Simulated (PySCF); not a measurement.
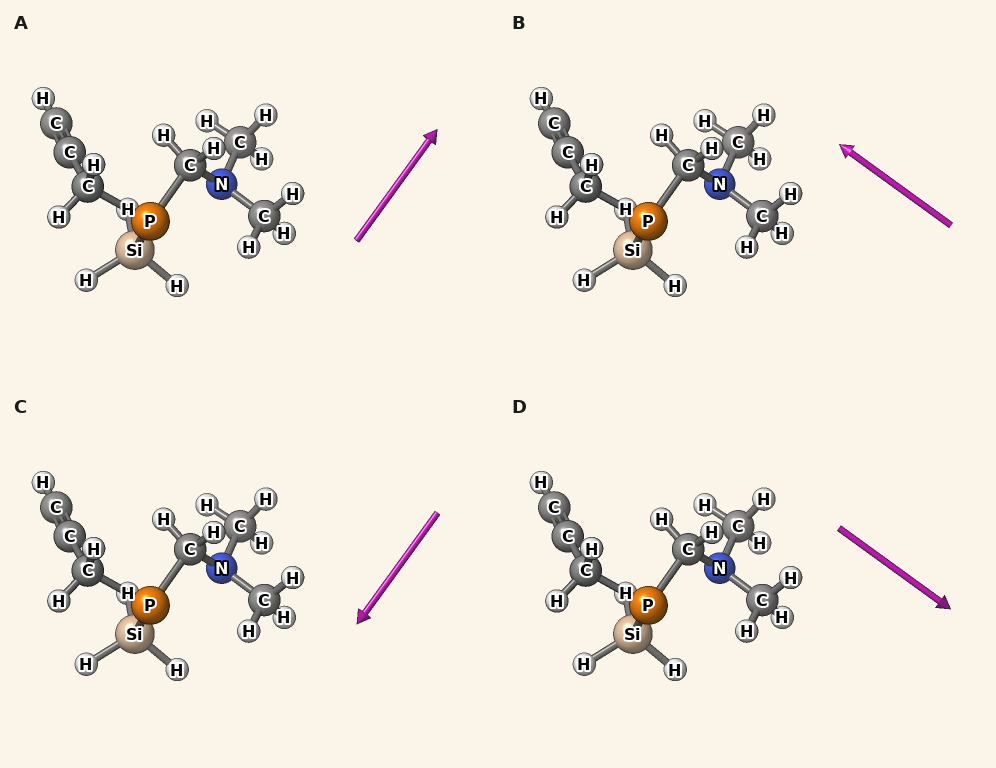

The same molecule four times, each with an arrow. The computed structure is the end point of a GFN2-xTB optimisation. No frequency run is at hand to confirm it as a minimum. Method: PBE0/pcSseg-1, gas phase (PySCF 2.14.0).

> Which arrow points along the dipole moment, from the negative to the positive end?

A. The dipole moment is 2.06 D.

The geometry is semi-empirical. Around P, Si such bond lengths and angles can be off by a tenth of an ångström or more and by several degrees, and values that hang on the shape move with them.
